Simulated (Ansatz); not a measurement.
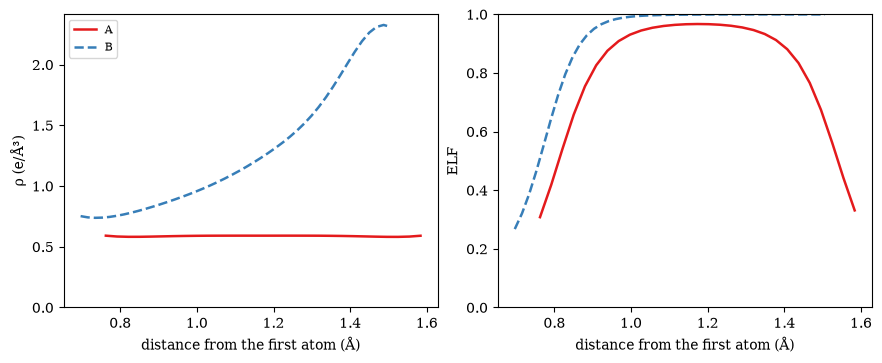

The picture shows: H52Si50. Total electron density and ELF along straight lines between neighbouring atoms. The curves leave out the atomic cores.

Geometry: PBE-D4/def2-SVP.

All numbers below come from RKS PBE0-D4/def2-SVP (Ansatz).

H52Si50, 102 atoms.

Which curve belongs to which contact (Si–H and Si–Si)? The first atom named is at distance zero.

Answer. Curve A: Si–Si (2.35 Å): the density is about 0.59 e/Å³ at the midpoint; the ELF peaks at about 0.95 between the atoms: localised, covalent bonding. Curve B: Si–H (1.51 Å): ρ is about 0.74 e/Å³ halfway; the ELF climbs to about 1 towards the hydrogen, as it does in any bond to H.
